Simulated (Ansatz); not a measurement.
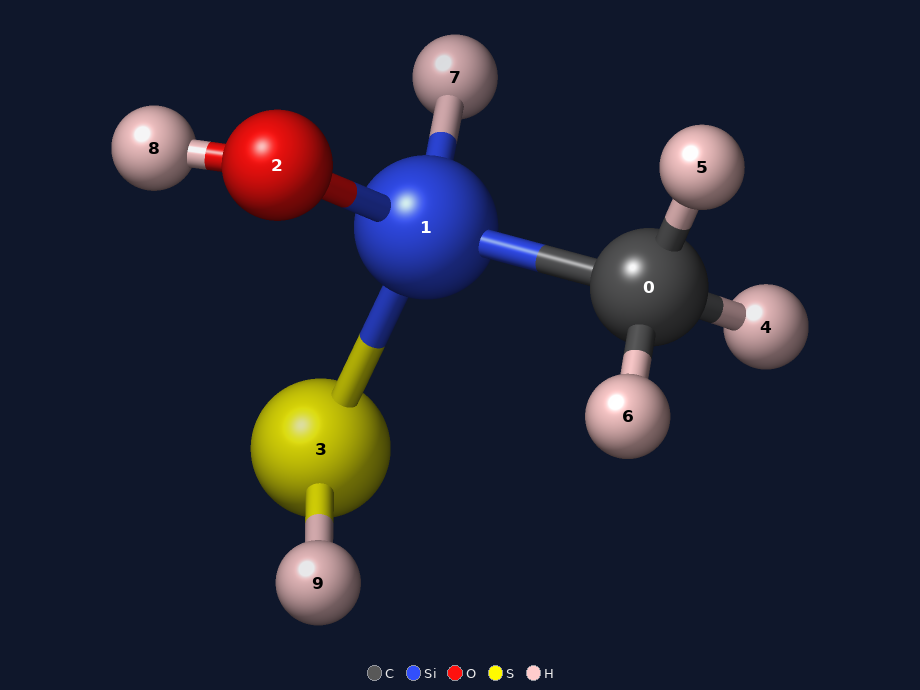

The structure as it stands in the input. Atoms are numbered from 0, in the order of the input.

Ansatz 0.2.0 input:

```yaml
crystal:
  periodic: [false, false, false]
  atoms:
    - {symbol: C, position_ang: [-0.960611, 0.914704, -0.340822]}
    - {symbol: Si, position_ang: [-0.027580, -0.575446, 0.246822]}
    - {symbol: O, position_ang: [0.640854, -0.143495, 1.653745]}
    - {symbol: S, position_ang: [1.396454, -1.302088, -1.137312]}
    - {symbol: H, position_ang: [-1.508589, 0.714869, -1.299836]}
    - {symbol: H, position_ang: [-1.715321, 1.227320, 0.381391]}
    - {symbol: H, position_ang: [-0.244106, 1.782705, -0.560408]}
    - {symbol: H, position_ang: [-0.905615, -1.806483, 0.347392]}
    - {symbol: H, position_ang: [1.239530, -0.759011, 1.999572]}
    - {symbol: H, position_ang: [2.058588, -0.040121, -1.244888]}
basis:
  gaussian: {orbitals: def2-TZVP, fitting: {mean_field: def2-universal-jkfit}, point_charges: [{charge: 0.50, position_ang: [6.070, 0.279, -0.366]}]}
hamiltonian: {xc: {name: r2SCANh}}
output: {forces: true}
```

It was started with:

```sh
ansatz run in.yaml --threads 2 --pin off --events-out ev --progress --plain --max-ram 4352MiB
```

Result:

```
Functional definition: r2SCANh
  name "r2SCANh"
  cite "Bursch, Neugebauer, Ehlert & Grimme, J. Chem. Phys. 156, 134105 (2022) doi:10.1063/5.0086040"
  cite "Furness, Kaplan, Ning, Perdew & Sun, J. Phys. Chem. Lett. 11, 8208 (2020) doi:10.1021/acs.jpclett.0c02405"
  cite "Furness, Kaplan, Ning, Perdew & Sun, J. Phys. Chem. Lett. 11, 9248 (2020) doi:10.1021/acs.jpclett.0c03077"
  parent r2scan
  parameter a = 0.1
  parameter k0 = 0.174
  parameter k1 = 0.065
  parameter a1 = 4.9479
  exchange = (1 - a)*r2scan_x(k0 = k0, k1 = k1, a1 = a1) + a*exact_x
  correlation = r2scan_c
516 factors; integrals over basis functions are off by at most 8.8e-1 eV
mean field evaluation 1: about -21886.3243 eV, gradient 7.1e1 eV
mean field evaluation 2: about -21873.7631 eV, gradient 1.0e2 eV
mean field evaluation 4: about -21895.8024 eV, gradient 5.3e0 eV
mean field evaluation 8: about -21895.8642 eV, gradient 1.3e-1 eV
mean field evaluation 16: about -21895.8642 eV, gradient 3.8e-5 eV
mean field -21895.86424401 eV, -804.6581694176 hartree, gradient 3.8e-5 eV, S^2 0.000000; 0 other end points of the search recorded, 0 dependent functions left out
the calculation of the forces begins
reference -21895.86425461 eV, -804.6581698070 hartree; 25, 25 occupied and 147, 147 virtual orbitals, 516 factors
Total energy: -21895.86425461 eV, -804.6581698070 hartree
Atom 0 at    -0.960611     0.914704    -0.340822 Å, force     0.421332     0.833218    -1.363623 eV/Å
Atom 1 at    -0.027580    -0.575446     0.246822 Å, force    -1.351039    -0.383236    -0.635216 eV/Å
Atom 2 at     0.640854    -0.143495     1.653745 Å, force    -0.756837     1.327772    -0.078213 eV/Å
Atom 3 at     1.396454    -1.302088    -1.137312 Å, force     1.279934     1.561393    -0.423252 eV/Å
Atom 4 at    -1.508589     0.714869    -1.299836 Å, force     0.552137     0.048879     0.797910 eV/Å
Atom 5 at    -1.715321     1.227320     0.381391 Å, force     0.163477     0.108380     0.112990 eV/Å
Atom 6 at    -0.244106     1.782705    -0.560408 Å, force    -1.025054    -1.128533     0.459362 eV/Å
Atom 7 at    -0.905615    -1.806483     0.347392 Å, force     0.263603     0.465849     0.098725 eV/Å
Atom 8 at     1.239530    -0.759011     1.999572 Å, force     1.278936    -1.242793     0.963241 eV/Å
Atom 9 at     2.058588    -0.040121    -1.244888 Å, force    -0.828142    -1.575898     0.069897 eV/Å
Dipole moment:    -0.087963     0.122388     0.100904 e Å
```

Self-consistency was reached.
